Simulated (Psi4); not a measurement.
**NH3 (ammonia) at B3LYP/cc-pVQZ-F12 (density fitting, sweep point 3)**

Aim: the energy change on altering one bond length of NH3 (ammonia) at B3LYP/cc-pVQZ-F12 (density fitting, sweep point 3), from 2 runs. Input form: a Python script.

The results are computed with Psi4 1.11.

## 1. The structure to begin with

The species is NH3 (4 atoms), meant as a singlet with charge 0. SMILES: `N`. Geometry: relaxed at GFN2-xTB.

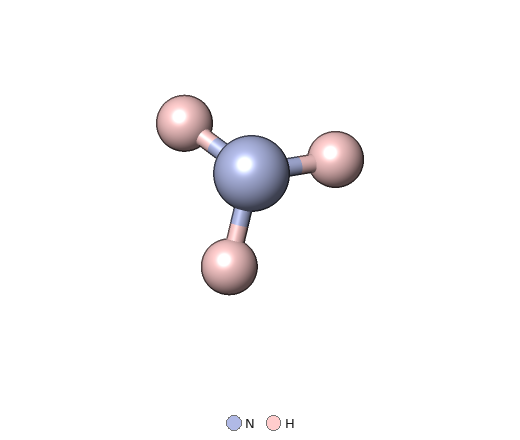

The structure, seen from a chosen angle (nitrogen light blue, hydrogen pink).

## 2. The energy at B3LYP/cc-pVQZ-F12 (density fitting, sweep point 3)

File run.py:

```python
import psi4

psi4.set_memory('1600 MB')
psi4.set_num_threads(1)
psi4.set_output_file('psi4.out', False)

geom = psi4.geometry("""
0 1
N     -0.068160     0.242830     0.108060
H      0.491930    -0.300470     0.753380
H     -0.891960    -0.300620    -0.118350
H      0.468190     0.358250    -0.743090
units angstrom
symmetry c1
""")

psi4.set_options({
    'basis': 'cc-pVQZ-F12',
    'reference': 'rks',
    'puream': True,
    'scf_type': 'df',
    'dft_radial_points': 99,
    'dft_spherical_points': 590,
})

energy_value = psi4.energy('B3LYP')
print(f'total energy {energy_value:.8f} hartree = {energy_value * 27.211386:.5f} eV')
for k, v in sorted(psi4.core.scalar_variables().items()):
    print(f'{k:45s} {v:18.10f}')
```

Run with:

```bash
$ python run.py
```

psi4.out:

```text
[...]
  Running in c1 symmetry.
[...]
  Nuclear repulsion =   11.945306870429269
[...]
  Multiplicity = 1
[...]
  Nalpha       = 5
  Nbeta        = 5
[...]
    Number of basis functions: 189
[...]
   @DF-RKS iter   1:   -56.30555467446288   -1.57321e-01   4.52521e-03 DIIS/ADIIS
[...]
   @DF-RKS iter   7:   -56.59428920598710   -3.75073e-09   5.18562e-08 DIIS
[...]
    Orbital Energies [Eh]
    ---------------------
    Doubly Occupied:
       1A    -14.296875     2A     -0.856273     3A     -0.468565
       4A     -0.468457     5A     -0.273226
[...]
  @DF-RKS Final Energy:   -56.59428920598710
   => Energetics <=
    Nuclear Repulsion Energy =             11.9453068704292686
    One-Electron Energy =                 -99.6803254371772454
    Two-Electron Energy =                  37.6401780831522359
    DFT Exchange-Correlation Energy =      -6.4994487223913566
    Empirical Dispersion Energy =           0.0000000000000000
    VV10 Nonlocal Energy =                  0.0000000000000000
    Total Energy =                        -56.5942892059871028
[...]
 Multipole Moments:
 ------------------------------------------------------------------------------------
     Multipole            Electronic (a.u.)      Nuclear  (a.u.)        Total (a.u.)
 ------------------------------------------------------------------------------------
 L = 1.  Multiply by 2.5417464519 to convert [e a0] to [Debye]
 Dipole X            :         -0.0658888            0.2102521            0.1443633
 Dipole Y            :          0.2342861           -0.7490616           -0.5147754
 Dipole Z            :          0.1043523           -0.3333310           -0.2289787
 Magnitude           :                                                    0.5816062
[...]
```

The script printed:

```text
total energy -56.59428921 hartree = -1540.00905 eV
CURRENT ENERGY                                    -56.5942892060
CURRENT REFERENCE ENERGY                          -56.5942892060
DD SOLVATION ENERGY                                 0.0000000000
DFT FUNCTIONAL TOTAL ENERGY                       -56.5942892060
DFT TOTAL ENERGY                                  -56.5942892060
DFT VV10 ENERGY                                     0.0000000000
DFT XC ENERGY                                      -6.4994487224
GRID ELECTRONS ALPHA                                5.0000000616
GRID ELECTRONS BETA                                 5.0000000616
GRID ELECTRONS TOTAL                               10.0000001233
NUCLEAR REPULSION ENERGY                           11.9453068704
ONE-ELECTRON ENERGY                               -99.6803254372
PCM POLARIZATION ENERGY                             0.0000000000
PE ENERGY                                           0.0000000000
SCF ITERATION ENERGY                              -56.5942892060
SCF ITERATIONS                                      7.0000000000
SCF TOTAL ENERGY                                  -56.5942892060
TWO-ELECTRON ENERGY                                37.6401780832
XC GRID RADIAL POINTS                              99.0000000000
XC GRID SPHERICAL POINTS                          590.0000000000
XC GRID TOTAL POINTS                           227156.0000000000
```

It took 11 s on 1 thread of Intel Xeon 6975P-C (Granite Rapids), shared host; peak memory 0.94 GiB.

## 3. The distorted shape

File calc.py:

```python
import psi4

psi4.set_memory(1600000000)
psi4.set_num_threads(1)
psi4.core.set_output_file('psi4.out', False)

geom = psi4.geometry("""
N     -0.497261     0.150490     0.789013
H      0.062829    -0.392810     1.434333
H     -1.321061    -0.392960     0.562603
H      0.468190     0.358250    -0.743090
symmetry c1
""")

psi4.set_options({
    'puream': True,
    'scf_type': 'df',
    'dft_radial_points': 99,
    'dft_spherical_points': 590,
})

e_tot = psi4.energy("b3lyp/cc-pVQZ-F12")
print(f'total energy {e_tot:.8f} hartree = {e_tot * 27.211386:.5f} eV')
```

Run with:

```bash
$ python calc.py
```

psi4.out:

```text
[...]
  Running in c1 symmetry.
[...]
  Nuclear repulsion =   10.124809371840493
[...]
  Multiplicity = 1
[...]
  Nalpha       = 5
  Nbeta        = 5
[...]
    Number of basis functions: 189
[...]
   @DF-RKS iter   1:   -55.99265148028705   -4.72625e-02   5.06765e-03 ADIIS/DIIS
[...]
   @DF-RKS iter   9:   -56.45544714854001   -2.65025e-09   1.99696e-07 DIIS
[...]
    Orbital Energies [Eh]
    ---------------------
    Doubly Occupied:
       1A    -14.345096     2A     -0.831570     3A     -0.478177
       4A     -0.356972     5A     -0.276868
[...]
  @DF-RKS Final Energy:   -56.45544714854001
   => Energetics <=
    Nuclear Repulsion Energy =             10.1248093718404935
    One-Electron Energy =                 -96.0111220799422540
    Two-Electron Energy =                  35.7833085389559642
    DFT Exchange-Correlation Energy =      -6.3524429793942199
    Empirical Dispersion Energy =           0.0000000000000000
    VV10 Nonlocal Energy =                  0.0000000000000000
    Total Energy =                        -56.4554471485400100
[...]
 Multipole Moments:
 ------------------------------------------------------------------------------------
     Multipole            Electronic (a.u.)      Nuclear  (a.u.)        Total (a.u.)
 ------------------------------------------------------------------------------------
 L = 1.  Multiply by 2.5417464519 to convert [e a0] to [Debye]
 Dipole X            :         -0.4777003            0.5411623            0.0634620
 Dipole Y            :          0.1741301           -0.6778516           -0.5037216
 Dipole Z            :          0.7579438           -0.8584622           -0.1005184
 Magnitude           :                                                    0.5175585
[...]
```

On the terminal:

```text
total energy -56.45544715 hartree = -1536.23096 eV
```

Wall time 12 s (1 thread of Intel Xeon 6975P-C (Granite Rapids), shared host); peak memory 0.94 GiB.

## 4. Results

Level: B3LYP/cc-pVQZ-F12 (density fitting, sweep point 3).

| quantity | value |
| --- | --- |
| first shape: total energy | -56.59429 Eh |
| first shape: dipole moment | 1.48 D |
| first shape: HOMO energy | -7.43 eV |
| first shape: LUMO energy | -0.15 eV |
| first shape: HOMO–LUMO gap | 7.29 eV |
| distorted shape: total energy | -56.45545 Eh |
| distorted shape: dipole moment | 1.32 D |
| distorted shape: HOMO energy | -7.53 eV |
| distorted shape: LUMO energy | -3.09 eV |
| distorted shape: HOMO–LUMO gap | 4.45 eV |
| energy change with the N1–H4 bond stretched from 1.013 to 1.823 Å | 3.778 eV |

With the N1–H4 bond stretched from 1.013 to 1.823 Å the energy rises by 3.78 eV (87 kcal/mol). The first shape isn't relaxed at this level, so the change isn't measured from a minimum. A restricted reference can't describe the breaking bond well at this length.
